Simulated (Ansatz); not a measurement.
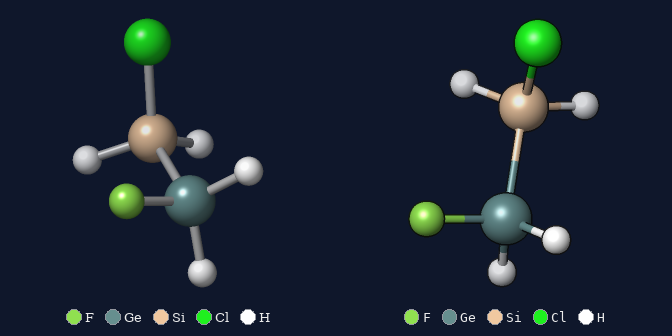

The same structure drawn twice, from different directions.

The computed structure is the end point of a PBE0-D4/def2-TZVP optimisation.

Give the formula.

ClFGeH₄Si, 8 atoms: 1 chlorine, 1 fluorine, 1 germanium, 4 hydrogen and 1 silicon.

What is the point group of this geometry?

C1.

Name some functional groups or characteristic bonds that it holds.

Among them: Si–H bond.

The parts below concern this one geometry. Atoms keep their numbers from picture to picture.

Geometry

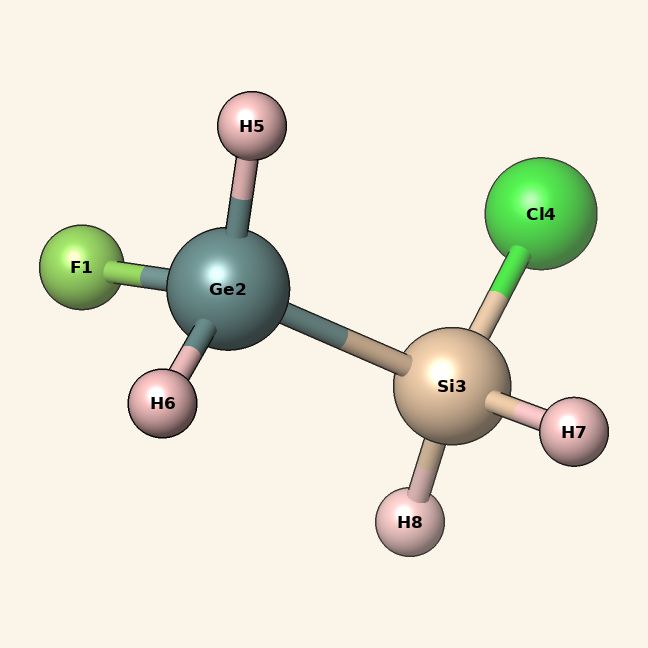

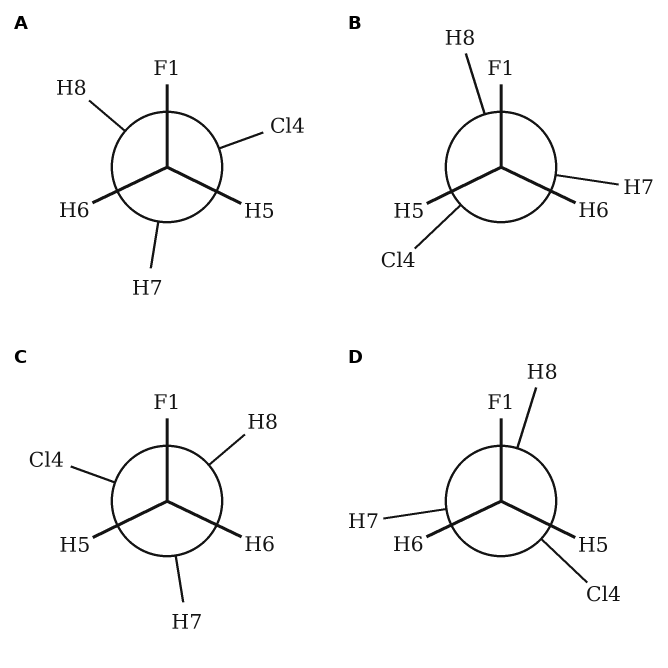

Depth is shown by fading: the farther an atom, the more it takes the colour of the background. Bonds that would overlap in a projection are set slightly apart.

Which Newman projection shows the view along Ge2–Si3, with Ge2 in front?

A. The torsion angle F1–Ge2–Si3–Cl4 is 70°, synclinal (gauche).

Vibrations

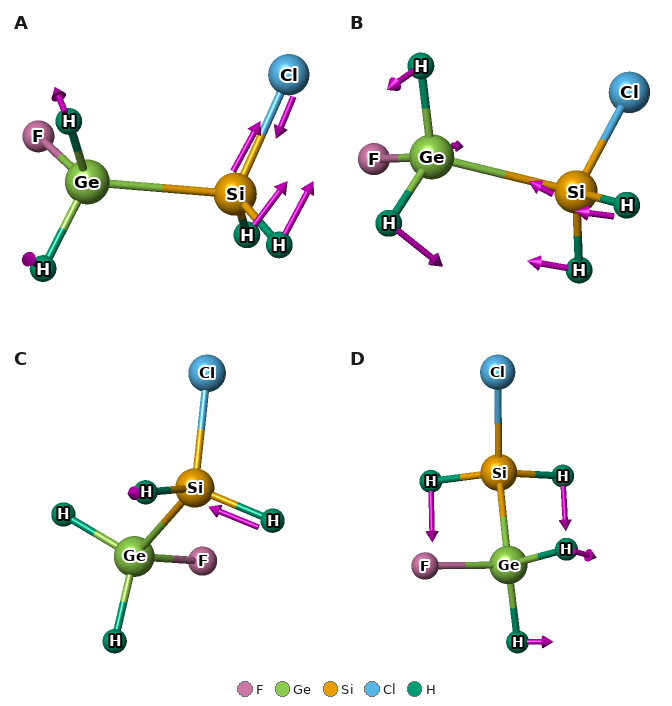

4 normal modes of one molecule or complex, as arrows. Harmonic vibrations computed with RKS PBE0-D4/def2-TZVP (Ansatz 0.2.0) at a stationary point of the same level.

Match the panels to the wavenumbers 337 cm⁻¹, 556 cm⁻¹, 813 cm⁻¹, 2249 cm⁻¹.

A: 556 cm⁻¹, Cl–Si stretching
B: 337 cm⁻¹
C: 2249 cm⁻¹, Si–H stretching
D: 813 cm⁻¹, angle bending

Charges

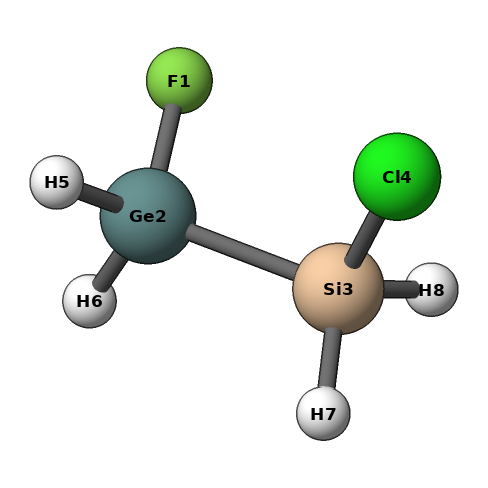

The questions are on Mulliken charges. Level of theory: RKS r2SCAN-D4/def2-TZVPP (Ansatz 0.2.0).

Give the Mulliken charges atom by atom.

```json
{"atom": "F1", "value (e)": "−0.39"}
{"atom": "Ge2", "value (e)": "0.45"}
{"atom": "Si3", "value (e)": "0.33"}
{"atom": "Cl4", "value (e)": "−0.24"}
{"atom": "H5", "value (e)": "−0.02"}
{"atom": "H6", "value (e)": "−0.02"}
{"atom": "H7", "value (e)": "−0.06"}
{"atom": "H8", "value (e)": "−0.05"}
```

Levels of theory compared

Program: Ansatz 0.2.0.

Tabulate HOMO energy (eV), HOMO–LUMO gap (eV) at these levels: BHLYP-D4/def2-TZVPP; HSE06 (plane-wave form)-D4/def2-TZVPP; PBE-D4/def2-TZVPP; PBE0-D4/def2-QZVPP; PBE0-D4/def2-TZVPP; r2SCAN-D4/def2-TZVPP; r2SCANh-D4/def2-TZVPP; revPBE-D4/def2-TZVPP; ωB97M-V/def2-QZVPP.

```csv
level,HOMO energy (eV),HOMO–LUMO gap (eV)
BHLYP-D4/def2-TZVPP,−9.45,9.42
HSE06 (plane-wave form)-D4/def2-TZVPP,−7.93,6.61
PBE-D4/def2-TZVPP,−7.09,5.30
PBE0-D4/def2-QZVPP,−8.35,7.29
PBE0-D4/def2-TZVPP,−8.32,7.38
r2SCAN-D4/def2-TZVPP,−7.41,5.87
r2SCANh-D4/def2-TZVPP,−7.85,6.61
revPBE-D4/def2-TZVPP,−7.05,5.38
ωB97M-V/def2-QZVPP,−10.40,11.07
```

Mulliken values depend strongly on the basis set and can even reverse the polarity of a bond.
